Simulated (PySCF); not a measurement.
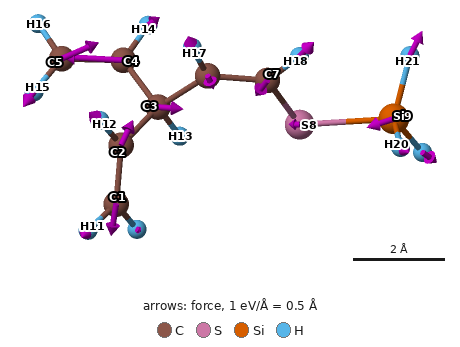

Starting geometry of C7H12SSi with the computed forces as purple arrows. A ball-and-stick model, seen at a tilt.

The start comes from GFN2-xTB. Its atoms were then displaced at random by about 0.01 Å.

All numbers below come from PBE0-D3(BJ)/def2-SVP geometry optimisation, gas phase in PySCF 2.14.0, density-fitted response routines. 

Q: Is this structure relaxed? If not, where do the atoms go?

A: It isn't relaxed: the largest force vector, on a C atom, is 2.69 eV/Å. The final displacements have little in common with the starting forces (cosine between the two patterns −0.01). After 18 geometry steps the energy has fallen by 0.283 eV. The atom that moves furthest after the best rigid fit is an H atom (1.13 Å). By element the largest moves are H 1.13 Å, S 0.74 Å, C 0.47 Å, Si 0.40 Å. Among the contacts that change: H–Si 1.434 → 1.494 Å, C–C 1.473 → 1.512 Å, H–Si 1.461 → 1.493 Å, C–H 1.064 → 1.095 Å. Among the angles between lasting bonds that change: S–Si–H 106.6° → 112.0°, H–Si–H 115.0° → 110.5°, C–C–H 118.4° → 114.4°. Groups turn about C–S by about 40°.
